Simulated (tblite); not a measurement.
## Run report: C₄H₆BFSi, geometry relaxation (part 1 of 2)

The run: geometry relaxation of C₄H₆BFSi. Method and program: GFN2-xTB geometry optimisation, gas phase (tblite 0.8.0).

It belongs to a series of runs on one base structure; here: C replaced by Si.

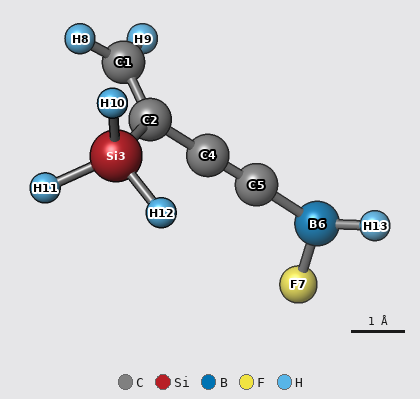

The input geometry (ball-and-stick view, seen at a tilt; atoms are numbered from 1 in the order of the input). Bond lengths as drawn: B–C 1.53 Å, B–F 1.46 Å, B–H 1.20 Å, C–C 1.20 to 1.44 Å, C–H 1.09 to 1.10 Å, C–Si 1.83 Å and H–Si 1.47 to 1.50 Å.

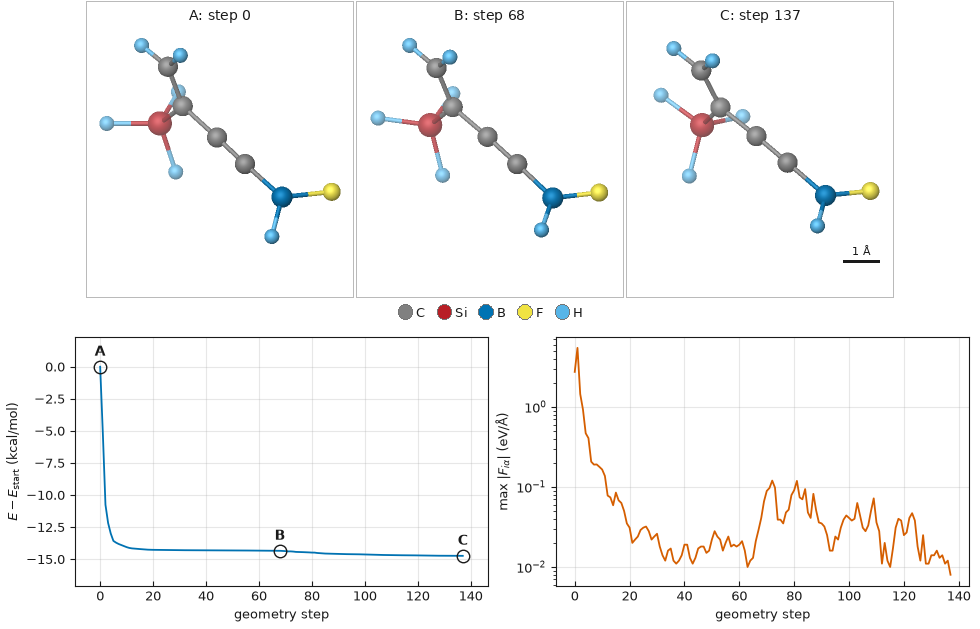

Frames of the relaxation (ball-and-stick view, seen at a tilt) above the curves, on which the letters mark them (steps are counted from 0).

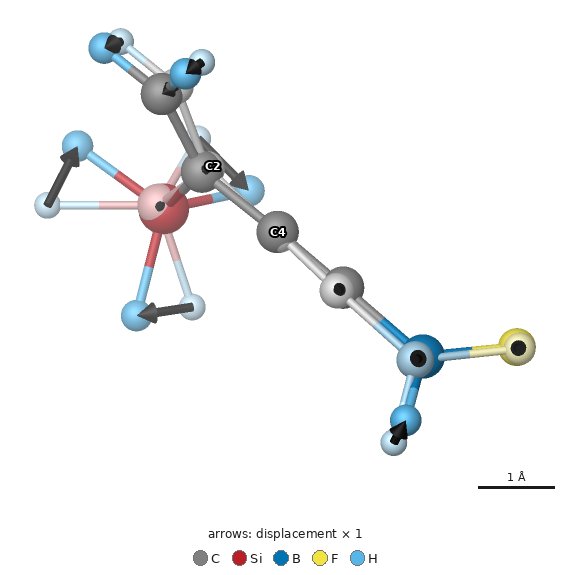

Start (faint) and end (solid) with the displacements as black arrows, at true length (ball-and-stick view, seen at a tilt). The two geometries are laid on each other by the best rigid fit. H11 moves most after the best rigid fit: 0.98 Å. By element the largest moves are H 0.98 Å, B 0.28 Å, C 0.24 Å, F 0.22 Å, Si 0.11 Å. Among the contacts that change: B6–F7 1.462 → 1.322 Å, C2–Si3 1.828 → 1.901 Å, C2–C4 1.443 → 1.403 Å, C5–B6 1.534 → 1.501 Å. Among the angles that change: C2–C1–H8 115.6° → 121.2°, C2–Si3–H10 112.6° → 107.1°, H11–Si3–H12 105.4° → 110.4°. After 137 geometry steps the energy has fallen by 14.7 kcal/mol. The largest force component goes from 2.7 to 0.008 eV/Å. (Atoms are counted from 1 in the order of the input.)

The input that produced these results follows, with the program's output.

Input
```
{"job": {"kind": "relax", "xc": "GFN2-xTB", "basis": "xTB"}, "charge": 0, "multiplicity": 1}
C     -1.070500     1.825700     0.015800
C     -0.726200     0.559200    -0.041200
Si    -1.978900    -0.745200    -0.310800
C      0.647900     0.149100     0.124000
C      1.784100    -0.197300     0.284200
B      3.245600    -0.636200     0.440500
F      3.979900    -0.911700    -0.793700
H     -2.140400     2.033400    -0.116300
H     -0.361600     2.630000     0.182700
H     -3.116900    -0.642700     0.627500
H     -2.512500    -0.742100    -1.708800
H     -1.386000    -2.073100    -0.122700
H      3.631100    -1.248600     1.401000
```

The first line tells a small driver script what to run in tblite; the rest is the geometry in Å.

Command:
```bash
OMP_NUM_THREADS=1 python <driver script> task.json out
```

Output
```
step      E/eV     max force
  0    -523.76342    3.225
  1    -523.98545    5.703
  2    -524.22959    1.840
  3    -524.29131    0.952
  4    -524.32695    0.535
  5    -524.35180    0.418
  6    -524.35776    0.239
  7    -524.36234    0.235
  8    -524.36579    0.196
  9    -524.36951    0.195
 10    -524.37294    0.205
 11    -524.37562    0.148
 12    -524.37715    0.079
 13    -524.37802    0.079
 14    -524.37873    0.067
 15    -524.37945    0.087
 16    -524.38018    0.077
 17    -524.38091    0.082
 18    -524.38149    0.054
 19    -524.38185    0.038
 20    -524.38205    0.032
 21    -524.38218    0.029
 22    -524.38227    0.029
 23    -524.38235    0.026
 24    -524.38246    0.032
 25    -524.38261    0.034
 26    -524.38277    0.034
 27    -524.38289    0.030
 28    -524.38297    0.027
 29    -524.38306    0.025
 30    -524.38317    0.031
 31    -524.38327    0.024
 32    -524.38332    0.017
 33    -524.38335    0.016
 34    -524.38338    0.016
 35    -524.38341    0.020
 36    -524.38345    0.016
 37    -524.38347    0.014
 38    -524.38349    0.015
 39    -524.38352    0.018
 40    -524.38356    0.024
 41    -524.38361    0.022
 42    -524.38365    0.014
 43    -524.38367    0.013
 44    -524.38370    0.016
 45    -524.38374    0.022
 46    -524.38378    0.019
 47    -524.38382    0.018
 48    -524.38384    0.017
 49    -524.38388    0.021
 50    -524.38395    0.028
 51    -524.38405    0.035
 52    -524.38416    0.028
 53    -524.38423    0.025
 54    -524.38428    0.019
 55    -524.38433    0.023
 56    -524.38440    0.028
 57    -524.38447    0.025
 58    -524.38453    0.021
 59    -524.38458    0.020
 60    -524.38465    0.026
 61    -524.38473    0.029
 62    -524.38481    0.022
 63    -524.38486    0.013
 64    -524.38489    0.013
 65    -524.38492    0.015
 66    -524.38499    0.025
 67    -524.38513    0.036
 68    -524.38538    0.044
 69    -524.38576    0.067
 70    -524.38636    0.090
 71    -524.38729    0.098
 72    -524.38731    0.136
 73    -524.38796    0.122
 74    -524.38905    0.049
 75    -524.38926    0.040
 76    -524.38956    0.036
 77    -524.38996    0.051
 78    -524.39028    0.053
 79    -524.39076    0.082
 80    -524.39132    0.095
 81    -524.39141    0.120
 82    -524.39265    0.084
 83    -524.39335    0.072
 84    -524.39420    0.098
 85    -524.39461    0.058
 86    -524.39489    0.047
 87    -524.39540    0.082
 88    -524.39569    0.053
 89    -524.39581    0.037
 90    -524.39605    0.038
 91    -524.39619    0.032
 92    -524.39632    0.025
 93    -524.39657    0.021
 94    -524.39665    0.020
 95    -524.39676    0.028
 96    -524.39686    0.028
 97    -524.39701    0.040
 98    -524.39720    0.052
 99    -524.39748    0.058
100    -524.39782    0.055
101    -524.39818    0.050
102    -524.39852    0.047
103    -524.39862    0.069
104    -524.39884    0.052
105    -524.39902    0.032
106    -524.39911    0.029
107    -524.39943    0.036
108    -524.39960    0.055
109    -524.39986    0.082
110    -524.40015    0.042
111    -524.40028    0.029
112    -524.40034    0.014
113    -524.40036    0.022
114    -524.40038    0.014
115    -524.40040    0.012
116    -524.40043    0.019
117    -524.40050    0.033
118    -524.40061    0.042
119    -524.40078    0.040
120    -524.40095    0.025
121    -524.40112    0.029
122    -524.40127    0.043
123    -524.40148    0.049
124    -524.40170    0.040
125    -524.40184    0.020
126    -524.40190    0.017
127    -524.40191    0.026
128    -524.40194    0.012
129    -524.40196    0.011
130    -524.40199    0.019
131    -524.40203    0.017
132    -524.40210    0.019
133    -524.40215    0.016
134    -524.40222    0.016
135    -524.40226    0.015
136    -524.40228    0.014
137    -524.40231    0.009
```

Trajectory as extended XYZ (Å, eV, eV/Å), 17 of the 138 frames kept, from step=0 to step=137
```
13
Properties=species:S:1:pos:R:3:forces:R:3 step=0 energy=-523.76342
C    -1.0705    1.8257    0.0158   -0.7940   1.0930  -0.0230
C    -0.7262    0.5592   -0.0412    2.4570  -0.5280   0.3540
Si   -1.9789   -0.7452   -0.3108   -1.4530  -1.7960  -0.6310
C     0.6479    0.1491    0.1240   -2.4910   0.9340  -0.3120
C     1.7841   -0.1973    0.2842    2.6620  -0.4210   0.2630
B     3.2456   -0.6362    0.4405    0.1520  -1.7390  -2.3050
F     3.9799   -0.9117   -0.7937   -1.4500   0.9010   2.7360
H    -2.1404    2.0334   -0.1163    0.6770   0.4030   0.1270
H    -0.3616    2.6300    0.1827   -0.3170  -0.0650  -0.0610
H    -3.1169   -0.6427    0.6275    0.2160   0.1830  -0.1230
H    -2.5125   -0.7421   -1.7088    0.1970   0.2060   0.4410
H    -1.3860   -2.0731   -0.1227    0.0900   0.0610   0.0590
H     3.6311   -1.2486    1.4010    0.0550   0.7680  -0.5250
13
Properties=species:S:1:pos:R:3:forces:R:3 step=9 energy=-524.36951
C    -1.0757    1.8247    0.0164   -0.0340   0.0430   0.0030
C    -0.6994    0.5469   -0.0291    0.0100  -0.0640   0.0030
Si   -1.9924   -0.8246   -0.3251    0.0330  -0.0040  -0.0030
C     0.6433    0.1711    0.1273    0.0490  -0.0570   0.0000
C     1.7954   -0.1969    0.2590    0.0300  -0.1780  -0.0320
B     3.1836   -0.7737    0.3732   -0.0150   0.0750   0.0780
F     3.9473   -0.8506   -0.7053   -0.0510   0.0020   0.0680
H    -2.1078    2.0923   -0.1081   -0.1300   0.0790  -0.0100
H    -0.3868    2.6355    0.1786    0.0950   0.0440   0.0150
H    -3.0965   -0.6128    0.6166    0.0410   0.0120  -0.0020
H    -2.5025   -0.7089   -1.6956    0.0500   0.0160   0.0230
H    -1.3601   -2.1219   -0.1097    0.0190  -0.0420   0.0070
H     3.6472   -1.1805    1.3841   -0.0980   0.0750  -0.1510
13
Properties=species:S:1:pos:R:3:forces:R:3 step=17 energy=-524.38091
C    -1.0777    1.8334    0.0190   -0.0030   0.0420   0.0060
C    -0.7065    0.5537   -0.0261   -0.0210  -0.0210   0.0000
Si   -1.9748   -0.8331   -0.3205   -0.0580  -0.0260  -0.0140
C     0.6288    0.1608    0.1223    0.0080  -0.0280  -0.0060
C     1.7628   -0.2604    0.2387    0.0420  -0.0040  -0.0240
B     3.1672   -0.7718    0.3680    0.0170  -0.0470   0.0220
F     3.9455   -0.8363   -0.6987   -0.0010   0.0180  -0.0170
H    -2.1073    2.1193   -0.1029   -0.0600   0.0100   0.0000
H    -0.3748    2.6336    0.1790    0.0630   0.0510   0.0110
H    -3.0741   -0.6097    0.6209   -0.0120  -0.0160   0.0150
H    -2.4707   -0.7027   -1.6927    0.0130  -0.0140  -0.0150
H    -1.3504   -2.1367   -0.1070    0.0140   0.0150   0.0050
H     3.6277   -1.1498    1.3823   -0.0020   0.0210   0.0180
13
Properties=species:S:1:pos:R:3:forces:R:3 step=26 energy=-524.38277
C    -1.0732    1.8400    0.0236    0.0020   0.0090  -0.0020
C    -0.7126    0.5565   -0.0262    0.0070  -0.0250  -0.0060
Si   -1.9824   -0.8313   -0.3208   -0.0200  -0.0230  -0.0030
C     0.6210    0.1479    0.1140    0.0100   0.0230  -0.0020
C     1.7555   -0.2755    0.2229    0.0090  -0.0030   0.0140
B     3.1640   -0.7760    0.3668   -0.0040  -0.0060   0.0010
F     3.9495   -0.8325   -0.6954    0.0050  -0.0010  -0.0030
H    -2.1028    2.1334   -0.0929   -0.0140  -0.0010   0.0080
H    -0.3630    2.6365    0.1799    0.0320   0.0070   0.0080
H    -3.0828   -0.6235    0.6244    0.0010  -0.0020  -0.0210
H    -2.4624   -0.7136   -1.7005   -0.0040  -0.0040   0.0140
H    -1.3412   -2.1268   -0.1019   -0.0010   0.0110   0.0040
H     3.6260   -1.1348    1.3884   -0.0230   0.0180  -0.0110
13
Properties=species:S:1:pos:R:3:forces:R:3 step=34 energy=-524.38338
C    -1.0684    1.8416    0.0270    0.0010   0.0000   0.0040
C    -0.7153    0.5561   -0.0291    0.0040  -0.0160   0.0000
Si   -1.9851   -0.8332   -0.3216   -0.0090  -0.0100  -0.0020
C     0.6194    0.1479    0.1065   -0.0010  -0.0030  -0.0030
C     1.7528   -0.2777    0.2170    0.0090   0.0060  -0.0080
B     3.1622   -0.7741    0.3642   -0.0030   0.0030   0.0070
F     3.9529   -0.8347   -0.6937   -0.0070  -0.0010   0.0000
H    -2.0969    2.1425   -0.0803   -0.0040   0.0020   0.0030
H    -0.3488    2.6305    0.1824    0.0050   0.0070   0.0040
H    -3.0946   -0.6312    0.6139    0.0110   0.0080  -0.0060
H    -2.4671   -0.7225   -1.7009    0.0070  -0.0040   0.0030
H    -1.3341   -2.1223   -0.0944   -0.0090   0.0050   0.0000
H     3.6187   -1.1225    1.3912   -0.0050   0.0050  -0.0030
13
Properties=species:S:1:pos:R:3:forces:R:3 step=43 energy=-524.38367
C    -1.0650    1.8397    0.0332   -0.0070   0.0000  -0.0010
C    -0.7180    0.5528   -0.0321    0.0070  -0.0020  -0.0020
Si   -1.9880   -0.8361   -0.3243    0.0010   0.0040   0.0010
C     0.6170    0.1448    0.0980    0.0080   0.0050   0.0030
C     1.7538   -0.2708    0.2091    0.0040  -0.0070  -0.0070
B     3.1613   -0.7682    0.3627    0.0030  -0.0070   0.0020
F     3.9536   -0.8415   -0.6931    0.0010   0.0010  -0.0010
H    -2.0924    2.1462   -0.0675   -0.0100   0.0020   0.0020
H    -0.3405    2.6245    0.1888   -0.0030  -0.0040   0.0030
H    -3.0968   -0.6222    0.6087   -0.0010   0.0000  -0.0090
H    -2.4618   -0.7334   -1.7070    0.0020  -0.0030   0.0050
H    -1.3401   -2.1253   -0.0881   -0.0110   0.0070   0.0020
H     3.6124   -1.1100    1.3939    0.0060   0.0050   0.0030
```
